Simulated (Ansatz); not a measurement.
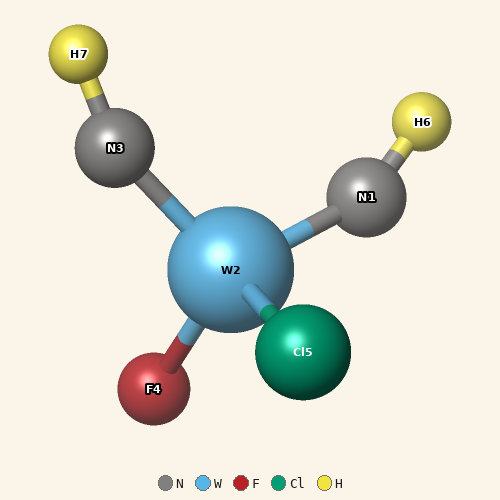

The system is ClFH2N2W, SMILES [NH]=[W](=[NH])([F])[Cl]; the picture shows the reference structure. The first coordinate is: bond length W2–F4; the second: angle F4–W2–N3. Nothing is relaxed (all other coordinates rigid). The scan uses a 15 × 15 grid. Energies: kJ/mol, counted from the lowest grid point. The reference is spin-restricted, which grows unreliable where a bond is stretched far. These are results of Ansatz 0.2.0, RKS PBE0-D4/def2-SVP, not measurements.

Its coordinates:

```xyz
7

N    -1.1675    0.5133    0.7611
W    -0.1063    0.0005   -0.5153
N     1.2898   -0.7650    0.1797
F    -1.0139   -1.2746   -1.5476
Cl    0.6287    1.8968   -1.5780
H    -1.4602    0.6520    1.7235
H     1.8905   -1.0910    0.9308
```

Range: bond length W2–F4 from 1.537 to 2.812 Å; angle F4–W2–N3 from 63.0 to 153.0°.

**What landscape does the calculation give?**

The lowest grid point is at bond length W2–F4 = 1.902 Å, angle F4–W2–N3 = 108.0°. It is the only kind of minimum in the scanned range. The highest grid point, bond length W2–F4 = 1.537 Å, angle F4–W2–N3 = 63.0°, lies 848 kJ/mol above the lowest. Round the minimum the two coordinates are nearly uncoupled.

```
angle F4–W2–N3 ↓, bond length W2–F4 →  1.537  1.628  1.720  1.811  1.902  1.993  2.084  2.175  2.266  2.357  2.448  2.539  2.630  2.721  2.812
                                153.0    555    359    244    185    162    162    178    202    232    265    298    332    364    394    423
                                146.6    493    303    194    140    121    125    144    171    204    239    274    309    343    376    406
                                140.2    438    255    150    100     85     93    114    144    179    216    253    290    326    360    391
                                133.8    392    213    114     68     56     66     90    122    159    197    236    274    311    346    379
                                127.3    354    180     84     41     32     44     70    104    142    182    222    262    300    336    369
                                120.9    327    156     62     22     14     29     56     91    130    171    212    252    291    328    362
                                114.5    310    141     49     10      4     19     47     83    123    164    206    247    286    323    358
                                108.0    304    135     44      6      0     16     44     80    120    162    204    245    284    321    356
                                101.6    309    140     49     10      4     19     47     83    123    164    206    246    285    322    357
                                 95.2    328    158     65     24     17     31     58     93    131    172    213    253    291    327    361
                                 88.8    363    190     94     50     40     51     76    109    146    186    225    264    301    336    369
                                 82.3    421    243    141     92     77     84    105    135    169    206    243    280    315    349    381
                                 75.9    508    322    212    155    132    132    147    171    201    234    268    302    335    366    396
                                 69.5    642    443    319    248    213    202    206    222    244    271    299    329    358    387    414
                                 63.0    848    629    482    387    330    300    288    290    301    318    339    362    386    410    434
```

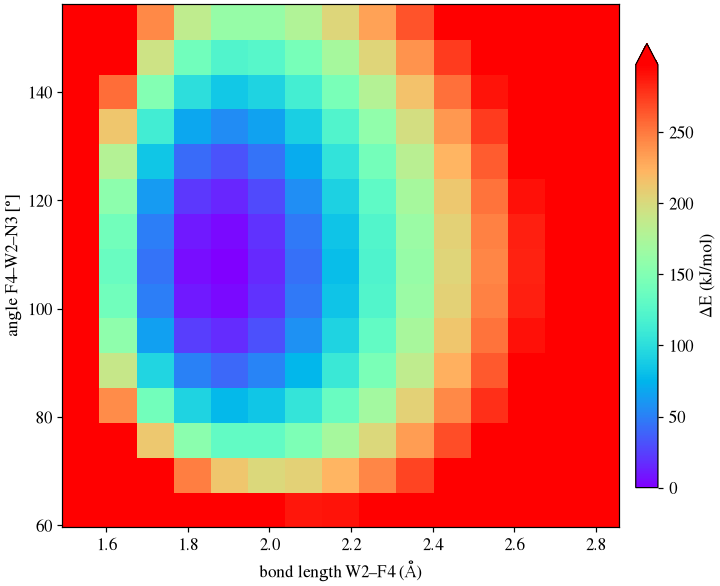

In the figure: one coloured cell a grid point, one colour for all values above the top of the scale.

The whole map (225 points run) took 41 min on 1 thread of Arm Neoverse N1, with other jobs on the host.
